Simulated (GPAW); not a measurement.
# Work functions of 9 metals against electronegativity: Rb, Li, Ta, Al, Zn, Ag, Ti, Be, Pt (PBEsol, GPAW)

How far does a number tabulated for the element predict the work function of the metal?

All values are computed: GPAW 26.7.0, PBEsol, plane waves, scalar-relativistic unless marked; slabs or sheets with vacuum, the vacuum level from the planar mean of the electrostatic potential.

```
      metal and face  Pauling electronegativity  work function (eV)  line (eV)
(100) face of bcc Rb                       0.82                2.16       2.43
(111) face of bcc Li                       0.98                2.90       2.79
(100) face of bcc Ta                        1.5                3.87       3.95
(110) face of fcc Al                       1.61                4.08       4.20
(001) face of hcp Zn                       1.65                4.21       4.29
(100) face of fcc Ag                       1.93                4.40       4.91
(001) face of hcp Ti                       1.54                4.44       4.04
(100) face of hcp Be                       1.57                4.58       4.11
(111) face of fcc Pt                       2.28                5.80       5.70
```

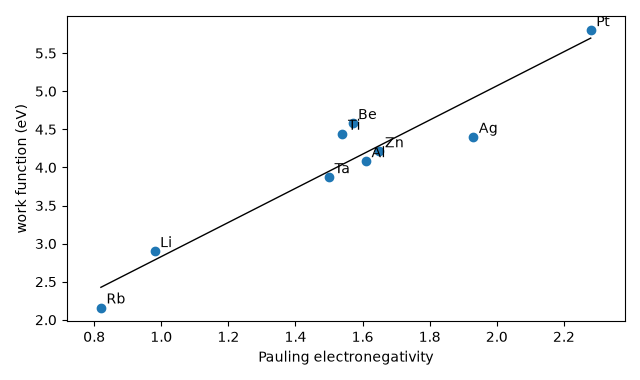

Computed work functions (points) and the least-squares line.

A least-squares line gives work function = 2.24 × electronegativity + 0.59 eV, with correlation 0.95. The line misses the rows by 0.24 eV on average, and their plain mean by 0.71 eV, so the line does better. Both numbers measure how tightly the outermost electrons are held, so they rise together. The largest miss is Ag, 0.51 eV below the line; the surface dipole and the bulk Fermi level, which such a number can't hold, differ with face and density.

**Worked step.** For Zn: 2.24 × 1.65 + 0.59 = 4.29 eV, against 4.21 eV computed.

One face a metal, thin 1×1 slabs on database lattices.

[Logs are printed without paths, hosts, clocks, repeated set-up lines and the standing remarks that a program may print on its own settings, such as how far it seeks lower states.]
